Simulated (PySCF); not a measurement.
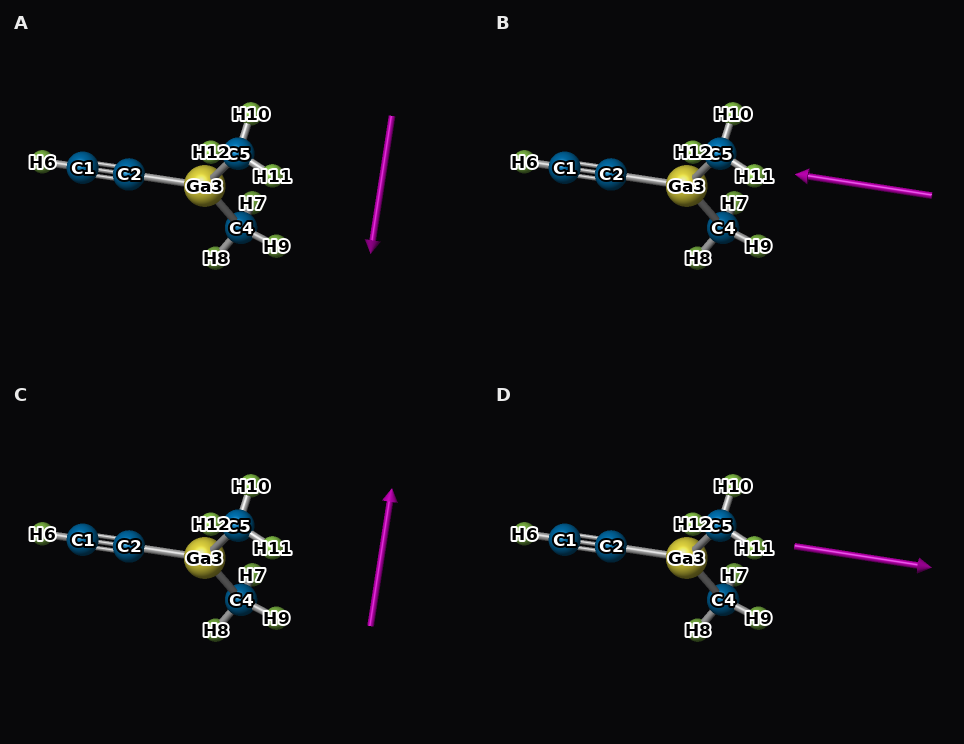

The same molecule four times, each with an arrow. The geometry was computed by an optimisation with GFN2-xTB. No frequency run is at hand to confirm it as a minimum. Method: ωB97X-D/def2-SVPD, gas phase (PySCF 2.14.0).

Which arrow points along the dipole moment, from the negative to the positive end?

D. The dipole moment is 0.73 D; it points from the side of H6 to the side of H9, H11 (the outermost atoms at the two ends).

The geometry is semi-empirical. Around Ga such bond lengths and angles can be off by a tenth of an ångström or more and by several degrees, and values that hang on the shape move with them.
